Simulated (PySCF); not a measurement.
# HO2Tm (Tm(O)(OH)): the cost of one run

Computed with PySCF 2.14.0. Level: several levels, as the steps say, no spin–orbit coupling.

1 further run of the same task is left out (for a known fault of the program).

## 1. Where the work starts

4 atoms, charge 0, spin multiplicity 1.

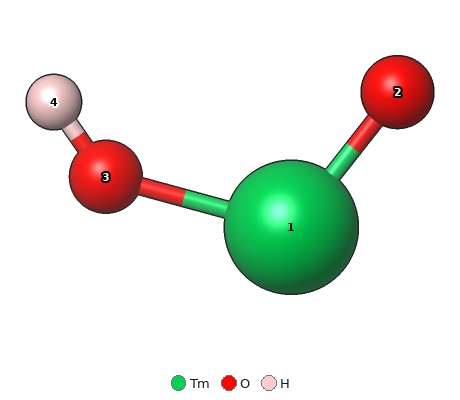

The structure; thulium green, oxygen red, hydrogen pink; atoms are numbered from 1 in the order of the file.

Geometry (Å):

```xyz
4
charge 0, multiplicity 1
Tm   -0.01897   -0.04357   -0.40065
O     1.24310    0.03107    0.90122
O    -1.90504    0.02319    0.32844
H    -2.36711    0.07811    1.16742
```

Formal oxidation states: Tm +3. Each metal's 12 4f electrons lie in its core potential, so multiplicities, spins and levels count the valence alone. An earlier session relaxed this geometry at PBE0, Tm lcecp-1-SVP with ECP58, O def2-SVP, H def2-SVP (singlet, point group Cs).

At PBE0 on the finer grid: E = -189.649390 Eh, HOMO -6.28 eV, LUMO -2.24 eV, Mulliken charge on Tm1 +0.79 e, largest force component 0.011 eV/Å. 

Levels to run: wB97X; CAM-B3LYP; PBE0, TZVP. Hardware: 2 threads of Arm Neoverse V1, shared host.

## 2. wB97X

run.py (the lines that set the calculation) reads:

```python
mol = gto.M(atom='''
Tm    -0.01897    -0.04357    -0.40065
O      1.24310     0.03107     0.90122
O     -1.90504     0.02319     0.32844
H     -2.36711     0.07811     1.16742''',
    basis={'Tm': 'lcecp-1-SVP', 'O': 'def2-SVP', 'H': 'def2-SVP'},
    ecp={'Tm': 'lcecp-1-SVP'},
    charge=0, spin=0)
mf = dft.RKS(mol, xc='WB97X')
mf.grids.atom_grid = (75, 302)  # f atoms: unpruned, at least (60, 302)
mf = mf.density_fit()  # fitting sets: Tm AutoAux, O def2-universal-JKFIT, H def2-universal-JKFIT
mf.conv_tol = 1e-08; mf.max_cycle = 55
mf.kernel(dm0)  # dm0: the density of the relaxed state
```

Command:

```bash
OMP_NUM_THREADS=2 python run.py
```

**Question.** How long does this run take on 2 threads of Arm Neoverse V1, shared host?

About 5.7 s.
